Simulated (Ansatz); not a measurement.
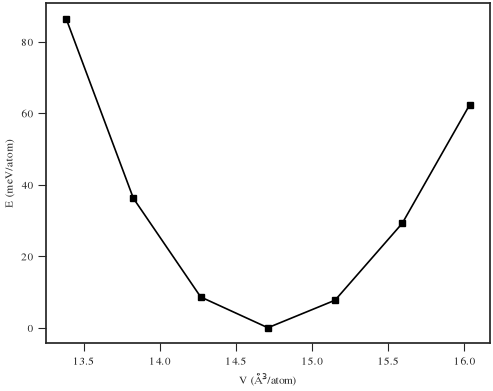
Fig. 1. P₂W in space group C2/m (No. 12; P on 4i, P on 4i, W on 4i) under volume change, DFT-r²SCAN in the program Ansatz with PAW potentials, shape and atoms relaxed at each volume.

Q: What does a third-order Birch–Murnaghan fit give for V₀, B₀ and B′?

A: V₀ = 14.71 Å³/atom, B₀ = 196 GPa, B′ = 4.4.

The first step of the workflow began from a Materials Project structure, measured or hypothetical; the Crystallography Open Database files this formula in space group No. 12, but the cells were not matched. Whether it is the stable phase at ambient conditions was not checked. The cell was relaxed with r²SCAN under the symmetry of its start; its stability against distortions is not shown here. No spin polarisation was allowed. Spin–orbit coupling is left out wherever it is not named.

Potentials: the earlier of the program's two PAW sets.
